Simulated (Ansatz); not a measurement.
**quartet NH2 at 6 levels**

Wanted: a comparison of 6 runs (UBHLYP/3-21G, UCAM-B3LYP/6-31G*, UHSE06/6-31G*, RPA@PBE/6-31G*, UCCSDT(Q)/6-31G*, UCCSDTQ/6-31G*) of quartet NH2. 

The results are computed with Ansatz 0.2.0.

48 further runs of the same task are left out: 48 set aside as unsound or not needed.

**1. The structure to begin with**

The species is NH2 (3 atoms), meant as a quartet with charge 0. SMILES of the parent species: `[NH2]`. The coordinates come from a GFN2-xTB relaxation. That shape belongs to the parent species and isn't relaxed for this state.

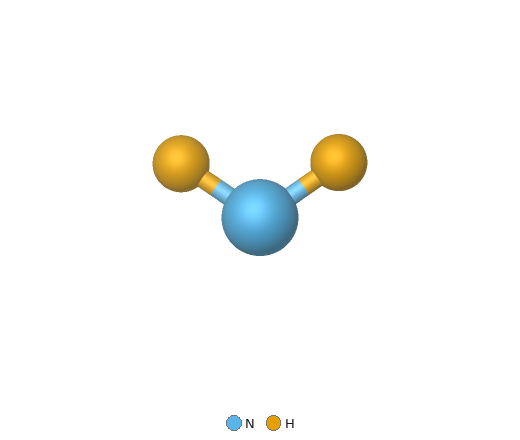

The structure, seen from a chosen angle (nitrogen blue, hydrogen amber).

**2. The energy at UBHLYP/3-21G (run 1)**

File job.yaml:

```yaml
crystal:
  periodic: [false, false, false]
  atoms:
    - {symbol: "N", position_ang: [0.307180, -0.182210, 0.151440]}
    - {symbol: H, position_ang: [0.155580, 0.820260, 0.174790]}
    - {symbol: H, position_ang: [-0.462760, -0.638040, -0.326220]}
basis:
  gaussian:
    orbitals: 3-21G.json
magnetization:
  spin_polarized: true
  initial_magnetization: 3
hamiltonian:
  xc: {name: BHLYP}
accuracy: high
```

The basis set 3-21G is read from a file made from the Basis Set Exchange's data (not shown).

Run with:

```sh
$ ansatz run job.yaml --threads 1 --pin off --max-ram 2610MiB --events-out events.jsonl --progress --plain --runs-dir runs
```

Standard output:

```text
Warning: RAYON_NUM_THREADS=1 ignored (pool sized by the plan → 1); use --threads N
Functional definition: BHLYP
  name "BHLYP"
  parameter a = 0.5
  exchange = (1 - a)*b88_x + a*exact_x
  correlation = lyp_c
248 factors; integrals over basis functions are off by at most 4.8e-9 eV
mean field evaluation 1: about -1502.5127 eV, gradient 3.9e0 eV
mean field evaluation 2: about -1502.6079 eV, gradient 6.7e-1 eV
mean field evaluation 4: about -1502.6111 eV, gradient 1.3e-1 eV
mean field evaluation 8: about -1502.6113 eV, gradient 4.2e-3 eV
mean field evaluation 16: about -1502.6113 eV, gradient 7.3e-7 eV
mean field -1502.61130076 eV, -55.2199467965 hartree, gradient 9.9e-9 eV, S^2 3.750960; 0 other end points of the search recorded, 0 dependent functions left out
reference -1502.61131625 eV, -55.2199473656 hartree; 6, 3 occupied and 7, 10 virtual orbitals, 248 factors
Total energy: -1502.61131625 eV, -55.2199473656 hartree
```

Wall time 0.62 s (1 thread of Arm Neoverse V1, shared host).

**3. A single-point energy at UCAM-B3LYP/6-31G(d) (spherical functions) (run 2)**

File molecule.yaml:

```yaml
crystal:
  periodic: [false, false, false]
  atoms:
    - symbol: "N"
      position_ang: [0.307180, -0.182210, 0.151440]
    - symbol: H
      position_ang: [0.155580, 0.820260, 0.174790]
    - symbol: H
      position_ang: [-0.462760, -0.638040, -0.326220]
basis:
  gaussian: {orbitals: 6-31G_st_-spherical.json}
magnetization: {spin_polarized: true, initial_magnetization: 3}
hamiltonian: {xc: {name: CAM-B3LYP}}
accuracy: high
```

The basis set 6-31G* is read from a file made from the Basis Set Exchange's data (not shown).

Run with:

```sh
$ ansatz run molecule.yaml --threads 1 --pin off --max-ram 2610MiB --events-out events.jsonl --progress --plain --runs-dir runs
```

Standard output:

```text
Warning: RAYON_NUM_THREADS=1 ignored (pool sized by the plan → 1); use --threads N
Functional definition: CAM-B3LYP
  name "CAM-B3LYP"
  parameter alpha = 0.19
  parameter beta = 0.46
  parameter omega = 0.33/bohr
  parameter ac = 0.81
  exchange = (1 - alpha - beta)*b88_x + beta*b88_x_sr(omega) + alpha*exact_x + beta*exact_x_lr(omega)
  correlation = (1 - ac)*vwn5_c + ac*lyp_c
330 factors; integrals over basis functions are off by at most 4.2e-9 eV
128 factors; integrals over basis functions are off by at most 1.2e-9 eV
mean field evaluation 1: about -1510.8892 eV, gradient 7.5e0 eV
mean field evaluation 2: about -1511.1124 eV, gradient 2.7e0 eV
mean field evaluation 4: about -1511.1463 eV, gradient 1.7e-1 eV
mean field evaluation 8: about -1511.1457 eV, gradient 3.9e-4 eV
mean field evaluation 16: about -1511.1457 eV, gradient 1.4e-7 eV
mean field -1511.14572687 eV, -55.5335811712 hartree, gradient 2.0e-8 eV, S^2 3.751765; 0 other end points of the search recorded, 0 dependent functions left out
reference -1511.14573831 eV, -55.5335815914 hartree; 6, 3 occupied and 12, 15 virtual orbitals, 330 factors
Total energy: -1511.14573831 eV, -55.5335815914 hartree
```

Run time: 0.91 s. Hardware: 1 thread of Arm Neoverse V1, shared host.

**4. A single-point energy at UHSE06/6-31G(d) (spherical functions) (run 3)**

File molecule.yaml:

```yaml
crystal:
  periodic: [false, false, false]
  atoms:
    - {symbol: N, position_ang: [0.307180, -0.182210, 0.151440]}
    - {symbol: H, position_ang: [0.155580, 0.820260, 0.174790]}
    - {symbol: H, position_ang: [-0.462760, -0.638040, -0.326220]}
basis:
  gaussian:
    orbitals: 6-31G_st_-spherical.json
magnetization:
  spin_polarized: true
  initial_magnetization: 3
hamiltonian:
  xc: {name: HSE06}
accuracy: high
```

The basis set 6-31G* is read from a file made from the Basis Set Exchange's data (not shown).

Run with:

```sh
$ ansatz run molecule.yaml --threads 1 --pin off --max-ram 2610MiB --events-out events.jsonl --progress --plain --runs-dir runs
```

Standard output:

```text
Warning: RAYON_NUM_THREADS=1 ignored (pool sized by the plan → 1); use --threads N
Functional definition: HSE06
  name "HSE06"
  parameter a = 0.25
  parameter omega = 0.11/bohr
  exchange = pbe_x - a*pbe_x_sr(omega) + a*exact_x_sr(omega)
  correlation = pbe_c
330 factors; integrals over basis functions are off by at most 4.2e-9 eV
46 factors; integrals over basis functions are off by at most 6.2e-10 eV
mean field evaluation 1: about -1509.8238 eV, gradient 8.9e0 eV
mean field evaluation 2: about -1510.0899 eV, gradient 4.8e0 eV
mean field evaluation 4: about -1510.1932 eV, gradient 2.8e-1 eV
mean field evaluation 8: about -1510.1921 eV, gradient 1.9e-3 eV
mean field evaluation 16: about -1510.1921 eV, gradient 8.6e-8 eV
mean field -1510.19206726 eV, -55.4985348269 hartree, gradient 8.6e-8 eV, S^2 3.752266; 0 other end points of the search recorded, 0 dependent functions left out
reference -1510.19206913 eV, -55.4985348956 hartree; 6, 3 occupied and 12, 15 virtual orbitals, 330 factors
Total energy: -1510.19206913 eV, -55.4985348956 hartree
```

Wall time 0.91 s (1 thread of Arm Neoverse V1, shared host).

Runs 4 to 5 aren't shown in full; the table further down has their settings and results.

**5. A single-point energy at UCCSDTQ/6-31G(d) (spherical functions) (run 6)**

File run.yaml:

```yaml
crystal:
  periodic: [false, false, false]
  atoms:
    - {symbol: N, position_ang: [0.307180, -0.182210, 0.151440]}
    - {symbol: H, position_ang: [0.155580, 0.820260, 0.174790]}
    - {symbol: H, position_ang: [-0.462760, -0.638040, -0.326220]}
basis:
  gaussian: {orbitals: 6-31G_st_-spherical.json}
correlation: {method: ccsdtq, frozen_orbitals: {H: 0, "N": 1}}
magnetization: {spin_polarized: true, initial_magnetization: 3}
scf: {omitted_lower_state_checks: [cluster_reference, increment]}
accuracy: high
total_charge: 0
```

The basis set 6-31G* is read from a file made from the Basis Set Exchange's data (not shown).

Run with:

```sh
$ ansatz run run.yaml --threads 1 --pin off --max-ram 2610MiB --events-out events.jsonl --progress --plain --runs-dir runs
```

Standard output, shortened:

```text
Warning: RAYON_NUM_THREADS=1 ignored (pool sized by the plan → 1); use --threads N
Functional definition: HF
  name "HF"
[...]
330 factors; integrals over basis functions are off by at most 4.2e-9 eV
[...]
mean field -1504.16883975 eV, -55.2771852984 hartree, gradient 1.9e-8 eV, S^2 3.756080; 2 other end points of the search recorded, 0 dependent functions left out
1 core orbitals not correlated: weight in the atoms' cores, before any rotation towards them, 1.000 or more for the frozen orbitals, at most 0.000 for the correlated occupied ones
reference -1504.16883975 eV, -55.2771852984 hartree; 5, 2 occupied and 12, 15 virtual orbitals, 330 factors
second order -2.85006111 eV of doubles, -0.00000000 eV of singles
cycle   1  -3.25005685 eV  change   -4.0e-1 eV  update   4.1e-2
[...]
cycle  27  -3.47261057 eV  change   3.6e-11 eV  update  1.3e-10
Total energy: -1507.64145032 eV, -55.4048013830 hartree
Checks for a lower state left out: cluster_reference, increment
```

It took 18 s on 1 thread of Arm Neoverse V1, shared host; peak memory 0.2 GiB.

**6. Overview of the runs**

| run | level | frozen core orbitals | energy (Eh) | ⟨S²⟩ | wall time |
| --- | --- | --- | --- | --- | --- |
| 1 | UBHLYP/3-21G | – | -55.219947 | 3.751 | 0.62 s |
| 2 | UCAM-B3LYP/6-31G* (spherical functions) | – | -55.533582 | 3.752 | 0.91 s |
| 3 | UHSE06/6-31G* (spherical functions) | – | -55.498535 | 3.752 | 0.91 s |
| 4 | RPA@PBE/6-31G* (spherical functions) | 1 | -55.479830 | 3.752 | 0.79 s |
| 5 | UCCSDT(Q)/6-31G* (spherical functions) | 1 | -55.404782 | 3.756 | 1.8 s |
| 6 | UCCSDTQ/6-31G* (spherical functions) | 1 | -55.404801 | 3.756 | 18 s |

**7. What came out**

| quantity | value |
| --- | --- |
| run 6: total energy | -55.40480 Eh |
| run 6: correlation energy (1 core orbital frozen) | -127.6 mEh |
| run 6: ⟨S²⟩ of the reference determinant | 3.756 |
| run 6: T1 diagnostic | 0.010 |

In words: Totals of different functionals can't be ranked against each other. All runs together took 23 s, the longest 18 s.
